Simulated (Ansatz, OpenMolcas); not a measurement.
**How methods differ on BNH3ClO (SMILES NB(O)Cl)**

BNH3ClO has 7 atoms, charge 0, and is taken as a singlet. As SMILES, `NB(O)Cl`. The coordinates come from a PBE0-D4/def2-TZVP relaxation. This is one conformer, not always the lowest.

Quantity: the HOMO–LUMO gap, in eV. The values are calculated.

| level | kind | program | value (eV) | CPU time |
| --- | --- | --- | --- | --- |
| SVWN5/def2-SVPD | LDA | OpenMolcas | 6.28 | 49 s |
| PBE/def2-SVPD | GGA | OpenMolcas | 6.14 | 65 s |
| r2SCAN/def2-SVPD | meta-GGA | Ansatz | 7.19 | 8.5 s |
| B3LYP/def2-SVPD | global hybrid | OpenMolcas | 7.68 | 72 s |
| BHLYP/def2-SVPD | global hybrid | OpenMolcas | 9.97 | 61 s |
| M06-2X/def2-SVPD | hybrid meta-GGA | OpenMolcas | 9.76 | 88 s |
| PBE0/def2-SVPD | global hybrid | OpenMolcas | 8.23 | 63 s |
| B2PLYP/def2-SVPD | double hybrid | OpenMolcas | 10.09 | 51 s |

The values span 6.14 to 10.09 eV. Orbital gaps aren't excitation energies, and those of double hybrids come from the SCF part alone; they tend to grow with the share of exact exchange. Times are those of the runs behind each value, whatever else they computed, on shared processors of several kinds: orders of magnitude only.

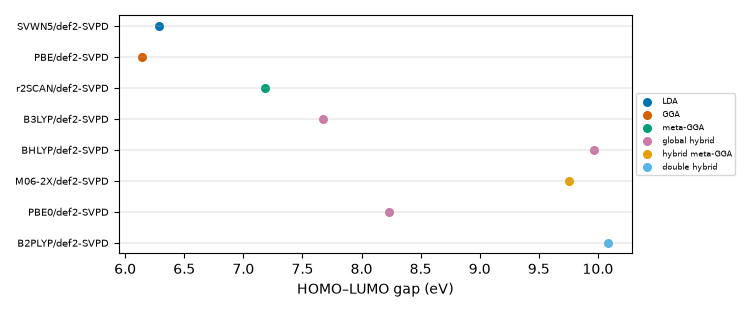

The values of the table, level by level.
